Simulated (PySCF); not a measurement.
# C₅H₅O₂−: electronic excitations and core binding energies

What electronic excitations and core binding energies should C₅H₅O₂− (`O=C([O-])C=C1CC1`) show?

Computed with PySCF 2.14.0, with density-fitted response routines of our own, on a single molecule in the gas phase. Atoms count from 0, in the outputs and in this text.

### Step 1. The starting structure

12 atoms, charge -1, multiplicity 1; geometry from: GFN2-xTB.

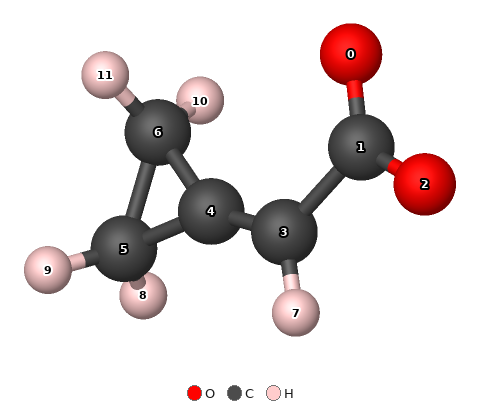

As it starts; oxygen red, carbon dark grey, hydrogen pink, atoms numbered; sticks join atoms by distance.

### Step 2. TDDFT and polarisability: B3LYP/def2-SVPD

The job: settings as JSON, then the geometry in Å.

```
{"job": {"kind": "uv", "xc": "B3LYP", "basis": "def2-SVPD", "nstates": 8, "ntriplets": 3}, "charge": -1, "multiplicity": 1}
O      1.828560     1.727620     0.104588
C      2.201525     0.548793     0.140305
O      3.350406     0.086904     0.220657
C      1.085707    -0.543487     0.075901
C     -0.194093    -0.291425    -0.012503
C     -1.585720    -0.778861    -0.101381
C     -1.262734     0.705006    -0.092535
H      1.450261    -1.566521     0.108275
H     -1.930564    -1.224047    -1.027961
H     -2.052673    -1.209233     0.777475
H     -1.385908     1.264380    -1.010699
H     -1.503568     1.280185     0.791852
```

Method: TDDFT B3LYP/def2-SVPD, vertical, gas phase, core orbitals frozen in the response.

Command:

```bash
OMP_NUM_THREADS=1 python probes_run.py task.json out
```

The driver reads the jobs from task.json and runs them one after another.

**Question.** This job is followed by: delta-SCF UKS SCAN, pcX-2 on the ionised atom, pcseg-1 elsewhere, spin-free X2C. What will the session give for the following? lowest singlet (B3LYP/def2-SVPD); brightest single state of those computed; lowest triplet; C1s binding energies, SCAN/pcX-2; O1s binding energies, SCAN/pcX-2.

The runs gave:

| quantity | value |
| --- | --- |
| lowest singlet (B3LYP/def2-SVPD) | 3.84 eV (323 nm), f = 0.000 |
| brightest single state of those computed | state 5, 4.72 eV, f = 0.009 |
| lowest triplet | 3.67 eV |
| C1s binding energies, SCAN/pcX-2 | C1 287.70, C5 286.93, C6 286.81, C4 286.00, C3 285.36 eV |
| O1s binding energies, SCAN/pcX-2 | O2 530.49, O0 530.49 eV |

What this shows: The lowest singlet, at 3.84 eV, is HOMO→LUMO+1 0.97 and is dark; of the 8 states computed, the strongest absorption comes from state 5 at 4.72 eV. The lowest triplet lies 0.17 eV below the lowest singlet (triplets in Tamm-Dancoff, singlets in full TDDFT). The lowest singlet lies above −ε(HOMO); no detachment energy was computed, so the anion's states may not be bound. C1 (carboxylate carbon) binds its C1s electron 2.34 eV more tightly than C3 (α carbon of a C=C–C=O unit). The O1s levels computed lie within 0.00 eV of one another, too close to rank.
